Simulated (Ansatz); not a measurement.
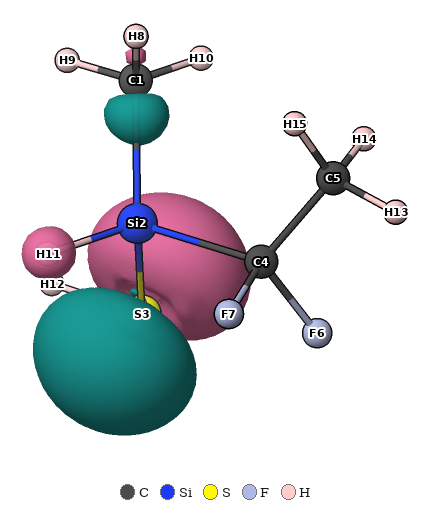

Figure. C3H8F2SSi. The HOMO at ±0.15 Å⁻³ᐟ² (teal and pink are the two phases), seen at an oblique angle.

Computed with RHF/6-31G (Ansatz).

Input

```
crystal:
  periodic: [false, false, false]
  atoms:
    - { symbol: C, position_ang: [0.7907, -2.1263, -0.0572] }
    - { symbol: Si, position_ang: [0.6735, -0.2322, -0.02] }
    - { symbol: S, position_ang: [1.3356, 0.5032, -1.9485] }
    - { symbol: C, position_ang: [-0.9469, 0.4148, 0.3755] }
    - { symbol: C, position_ang: [-2.10091, -0.49984, 0.71141] }
    - { symbol: F, position_ang: [-1.40008, 1.25588, -0.63146] }
    - { symbol: F, position_ang: [-0.84326, 1.29027, 1.45599] }
    - { symbol: H, position_ang: [0.4917, -2.4901, 0.8901] }
    - { symbol: H, position_ang: [1.7548, -2.4204, -0.2586] }
    - { symbol: H, position_ang: [0.064, -2.4808, -0.8032] }
    - { symbol: H, position_ang: [1.6667, 0.2575, 0.9932] }
    - { symbol: H, position_ang: [2.5877, -0.086, -1.8866] }
    - { symbol: H, position_ang: [-3.08061, 0.06052, 0.93898] }
    - { symbol: H, position_ang: [-2.33936, -1.15236, -0.15635] }
    - { symbol: H, position_ang: [-1.89103, -1.09971, 1.57406] }
basis:
  gaussian: { orbitals: "6-31G" }
hamiltonian:
  xc: hf
relax:
  f_tol: 0.015
  max_steps: 40
output:
  orbitals: {}
```

Command:

```sh
ansatz run input.yaml --threads 1 --pin off --max-ram 2048MiB --backend cpu --events-out ev --progress --plain --runs-dir out
```

The fields are those of the relaxed geometry.

Question: What is the character of this orbital?

Answer: Its weight (Hirshfeld) is mainly on S3 (about 85 %); largely a lone pair of S3. Its energy is −10.30 eV.
